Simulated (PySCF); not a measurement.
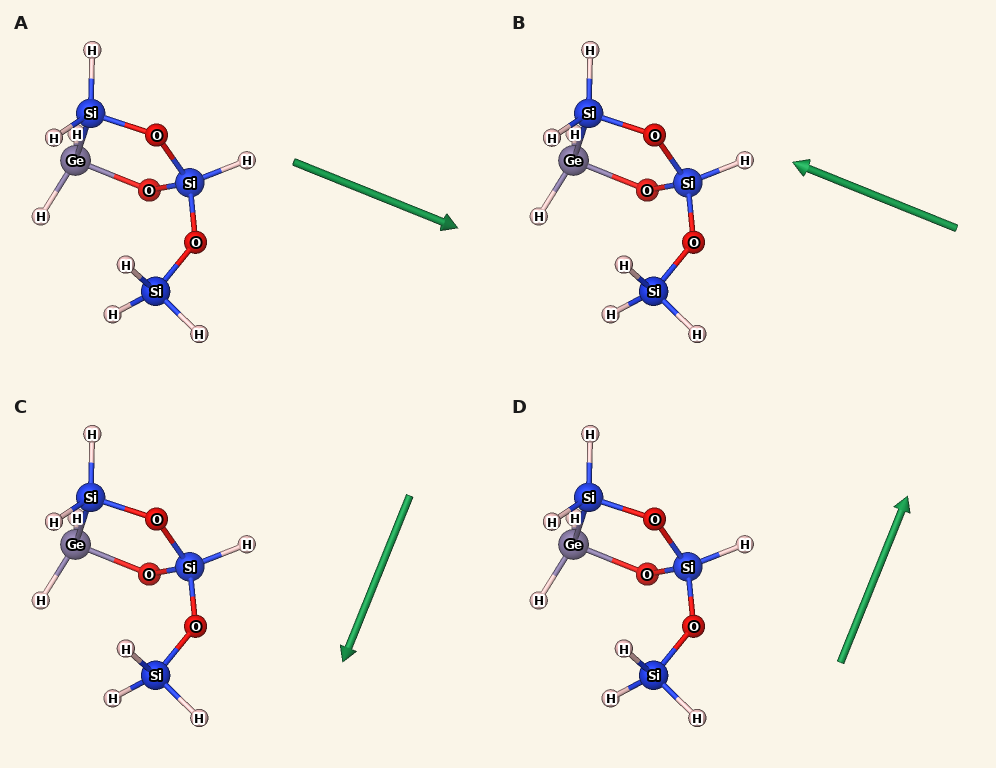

The same molecule four times, each with an arrow. The geometry was computed by an optimisation with GFN2-xTB. No frequency run is at hand to confirm it as a minimum. Level of theory: CAM-B3LYP/def2-SVPD, gas phase (PySCF 2.14.0).

Which arrow points along the dipole moment, from the negative to the positive end?

Answer. B. The dipole moment is 2.64 D.

The geometry is semi-empirical. Around Ge, Si such bond lengths and angles can be off by a tenth of an ångström or more and by several degrees, and values that hang on the shape move with them.
